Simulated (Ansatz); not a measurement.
The relaxed structure here is a generated cell of MgO: the first start was made by placing the elements on the sites of a structure type, and the end was not matched to a known phase here, so it may be hypothetical. Known forms of MgO include space group No. 225.

A relaxed structure of MgO. Computed with PBEsol (plane waves to 420 eV, PAW, scalar-relativistic; Ansatz, a first-principles code).

Pm-3m (No. 221), cP2, CsCl type; a = 2.6334 Å, b = 2.6334 Å, c = 2.6334 Å, α = 90.00°, β = 90.00°, γ = 90.00°.

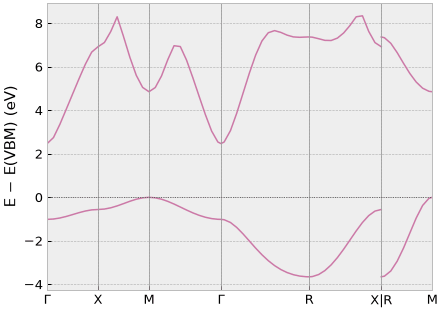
Highest filled and lowest empty band along the path of this cell's Brillouin zone

Question: Read off the gap and say whether it is direct.

Answer: 2.47 eV, indirect (valence top at M, conduction bottom at Γ) (no spin-orbit coupling).

Question: How far does the top valence band disperse along this path?

Answer: About 3.7 eV.

No spin polarisation in the result.

The run could not lower the symmetry of its start; a shaken copy of this end point relaxes with PBEsol to Cmc2₁ (No. 36), 567 meV/atom lower.
